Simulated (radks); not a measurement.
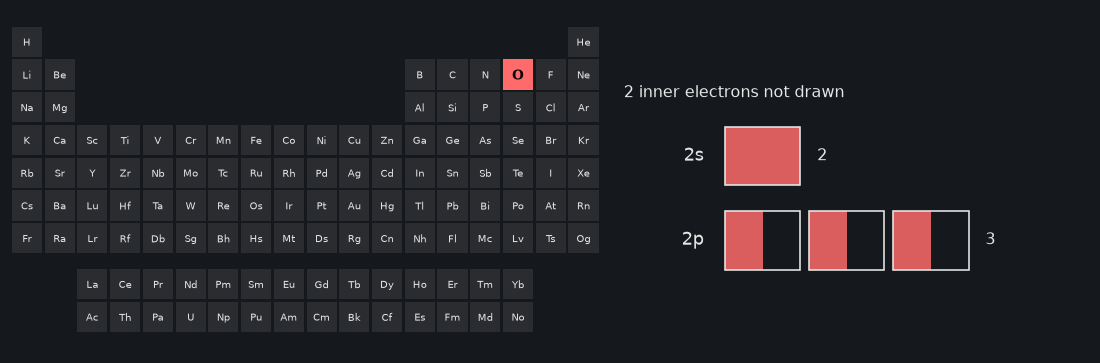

**Figure 1.** Left, the place of oxygen in the periodic table; right, the outer shells as the input fills them: a box for each of the 2l + 1 orbitals, shaded by the share of the shell that is filled, with the electron count at the right.

O⁺: atomic calculation

- system: the O⁺ ion in the configuration [He] 2s2 2p3 (high spin).
- method: non-relativistic Kohn-Sham, exchange-only PBE, spin-polarised, spherical densities, point nucleus (the in-house radial solver radks)

Key numbers:

- outcome: converged
- total energy: −74.310803 hartree
- kinetic energy: 74.310803 hartree
- electron–nucleus energy: −172.708432 hartree
- Hartree energy: 31.903651 hartree
- exchange–correlation energy: −7.816825 hartree
- radius at density 0.001 e/bohr³: 2.87 bohr
- SCF iterations: 14
- hardware: 1 CPU thread, shared host

The input:
```
Z 8
configuration [He] 2s2 2p3
relativity non-relativistic
functional pbe,
spin polarised
nucleus point
```

Energies in input and log are in hartree, lengths in bohr.

The program's output:
```
1s      1   1.0000         -19.56255815
2s      1   1.0000          -1.49674240
2p      1   3.0000          -0.94384447
1s      2   1.0000         -19.47610328
2s      2   1.0000          -1.24731593
2p      2   0.0000          -0.70140772
Etot -74.31080323911753
Ekin 74.31080323874187
Encl -172.70843211047003
Eh 31.903650520419077
Exc -7.816824887808455
err 1.6067029286064794e-10
it 14
```

Orbitals:

```csv
orbital,occupation,energy (eV),⟨r⟩ (bohr),outer maximum (bohr)
1s up,1,−532.324,0.2001,0.129
1s down,1,−529.972,0.1993,0.129
2s up,1,−40.728,1.075,0.849
2s down,1,−33.941,1.125,0.867
2p up,3,−25.683,1.088,0.770
2p down,0,−19.086,1.197,0.804
```

Slater integrals of the outer shells (hartree):

```
 integral   value
F0(2p,2p)  0.8491
F2(2p,2p)  0.3854
F0(2p,2s)  0.8439
G1(2p,2s)  0.5131
F0(2p,1s)  1.2127
G1(2p,1s)  0.1372
F0(2s,2s)  0.8454
F0(2s,1s)  1.1987
```

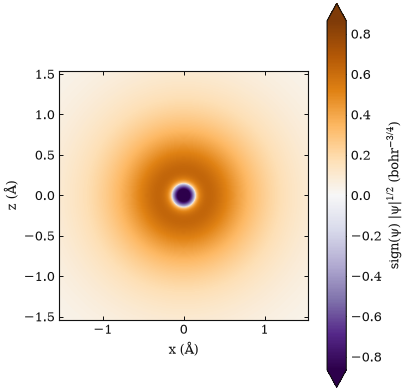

**Figure 2.** The 2s orbital of up spin. In the xz plane through the nucleus, the colour gives the signed square root of ψ. (1 bohr = 0.529 Å.) The radial function comes from the spherical calculation and is multiplied by a real spherical harmonic; the overall sign is chosen so that the largest lobe of P(r) is positive. It has no angular node and 1 radial node, at r = 0.276 bohr. The outermost maximum of P² lies at 0.849 bohr, ⟨r⟩ = 1.07 bohr, 90 % of the charge lies within 1.70 bohr, and the eigenvalue is −40.7 eV, with 1 electron in the shell for this spin.

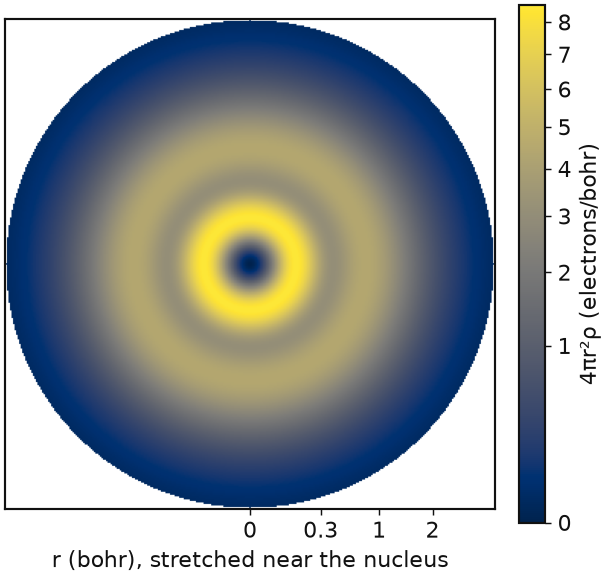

**Figure 3.** The radial density 4πr²ρ as a disc about the nucleus, with the radius drawn as r to the power 0.5. There are 2 maxima, at r = 0.129 and 0.813 bohr, parted by a minimum at 0.422 bohr, inside which lie 2.2 electrons.
